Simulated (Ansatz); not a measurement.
The calculation's input:

```
crystal:
  periodic: [false, false, false]
  atoms:
    - {symbol: B, position_ang: [0.363616, 0.452106, -1.390887]}
    - {symbol: Cl, position_ang: [-1.136524, -0.244386, -2.022419]}
    - {symbol: Cl, position_ang: [1.456036, 1.262506, -2.497219]}
    - {symbol: O, position_ang: [0.663455, 0.364978, -0.095107]}
    - {symbol: Si, position_ang: [-0.156721, -0.334349, 1.211582]}
    - {symbol: H, position_ang: [-1.478835, 0.329378, 1.374504]}
    - {symbol: H, position_ang: [0.703128, -0.094528, 2.398455]}
    - {symbol: H, position_ang: [-0.321854, -1.792804, 0.965192]}
basis:
  gaussian: {orbitals: def2-TZVPD}
output: {forces: true, orbitals: {seedname: orbitals}}
hamiltonian: {xc: {name: PBE0}}
```

Launched as:

```sh
ansatz run input.yaml --threads 2 --pin off --max-ram 5220MiB --events-out events.jsonl --progress --plain --runs-dir runs
```

Geometry: PBE0-D4/def2-SVP.

These are results of isolated molecule in a Gaussian basis; Kohn-Sham density functional theory, functional PBE0 (Ansatz), not measurements.

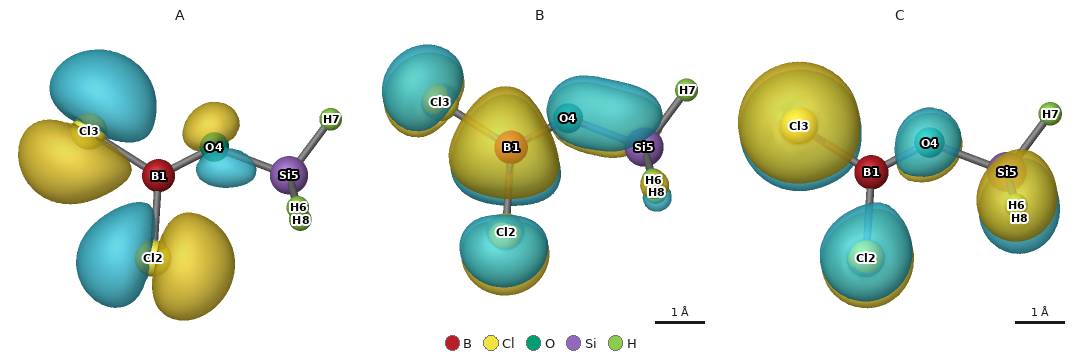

BCl₂H₃OSi. Three frontier orbitals at ±0.08 Å⁻³ᐟ² (yellow and cyan are the two phases), in no order.

**Order the three orbitals by energy and name them.**

C is the HOMO−1 (−9.45 eV). By Hirshfeld shares it lies mainly on Cl3 (about 60 %), Cl2 (about 15 %), O4 (about 5 %) and Si5 (about 5 %). A is the HOMO (−9.02 eV). By Hirshfeld shares it lies mainly on Cl3 (about 50 %) and Cl2 (about 40 %); largely a combination of lone pairs on Cl3 and Cl2. B is the LUMO (−0.67 eV). By Hirshfeld shares it lies mainly on B1 (about 45 %), Cl3 (about 20 %), Cl2 (about 20 %), O4 (about 10 %) and Si5 (about 5 %).

**What is the HOMO–LUMO gap?**

8.35 eV between the orbital energies.
